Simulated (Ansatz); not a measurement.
## Electronic structure of GaH$_{5}$Si···HF in real space

The calculation's input:

```
crystal:
  periodic: [false, false, false]
  atoms:
    - {symbol: Ga, position_ang: [-1.165559, 0.175776, -0.725472]}
    - {symbol: F, position_ang: [0.761438, -0.657136, -1.759820]}
    - {symbol: H, position_ang: [-2.079393, -1.074028, -0.966365]}
    - {symbol: H, position_ang: [-1.309235, 1.477395, -1.585866]}
    - {symbol: H, position_ang: [1.291281, -0.629062, -0.984232]}
    - {symbol: Si, position_ang: [0.294141, 0.206452, 1.215754]}
    - {symbol: H, position_ang: [0.635002, 1.537358, 1.786853]}
    - {symbol: H, position_ang: [1.617416, -0.321976, 0.685417]}
    - {symbol: H, position_ang: [-0.045093, -0.714678, 2.333830]}
basis:
  gaussian: {orbitals: def2-TZVPP}
hamiltonian: {xc: pbe0, dispersion: d4}
output: {orbitals: {seedname: orbitals}}
```

Run with:

```sh
ansatz run in.yaml --threads 4 --pin off --events-out ev --progress --plain --max-ram 9574MiB
```

The product side of a reaction path; geometry: PBE0-D4/def2-TZVP.

All numbers below come from RKS PBE0-D4/def2-TZVPP in Ansatz 0.2.0.

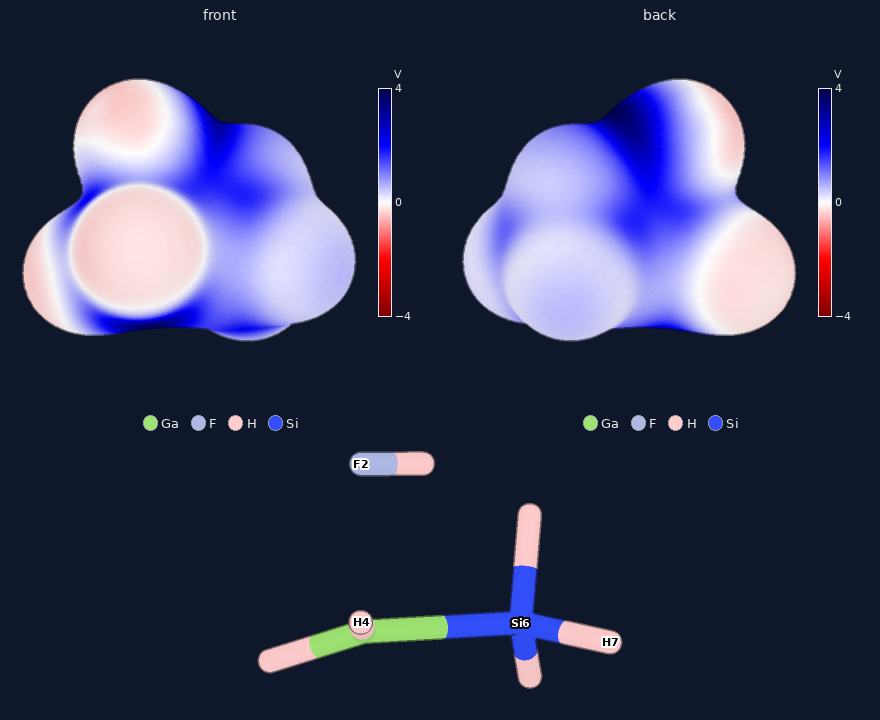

Figure 1. The molecular electrostatic potential painted on the density surface at 0.004 e/bohr³, seen from the front and from behind; red is negative and blue positive. The bare structure is drawn below in the same view.

Which sites attract a positive test charge, and which a negative one?

Answer. A positive charge is drawn to the negative regions and a negative charge to the positive ones. The most negative region (about −0.4 V) lies over F2 and H3, the most positive (about +3.7 V) over Ga1 and H5.

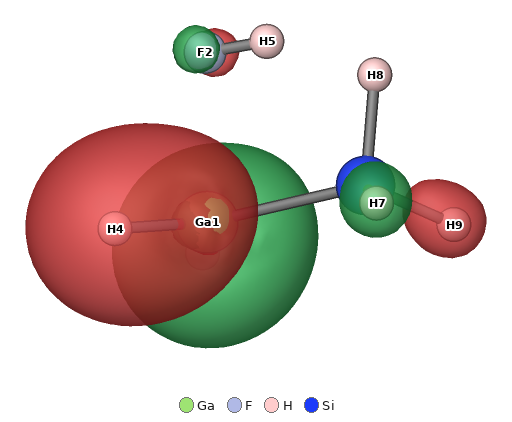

Figure 2. The HOMO−1 at ±0.08 Å⁻³ᐟ² (green and red are the two phases), seen at a tilt.

What is the character of this orbital?

Answer. Its weight (Hirshfeld) is mainly on Ga1 (about 40 %), H3 (about 30 %) and H4 (about 30 %). Its energy is −8.44 eV.

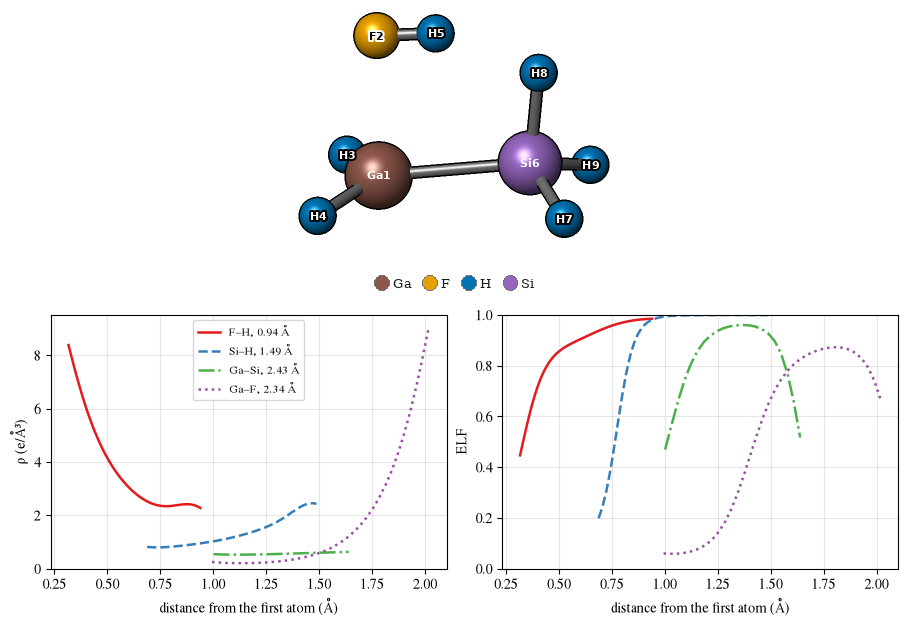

Figure 3. Electron density and electron localisation function along straight lines between neighbouring atoms. The curves leave out the atomic cores. The structure is drawn too.

Compare the contacts.

Answer. F–H (0.94 Å): the density is about 4.6 e/Å³ at the midpoint; the ELF climbs to about 1 towards the hydrogen, as it does in any bond to H (an ordinary covalent bond to hydrogen).
Si–H (1.49 Å): ρ is about 0.8 e/Å³ halfway; the ELF climbs to about 1 towards the hydrogen.
Ga–Si (2.43 Å): the density is about 0.53 e/Å³ at the midpoint; the ELF peaks at about 0.95 between the atoms; a shared electron pair.
Ga1···F2 (2.34 Å): the density falls to about 0.2 e/Å³ on the way; the ELF is about 0.10 at the midpoint.
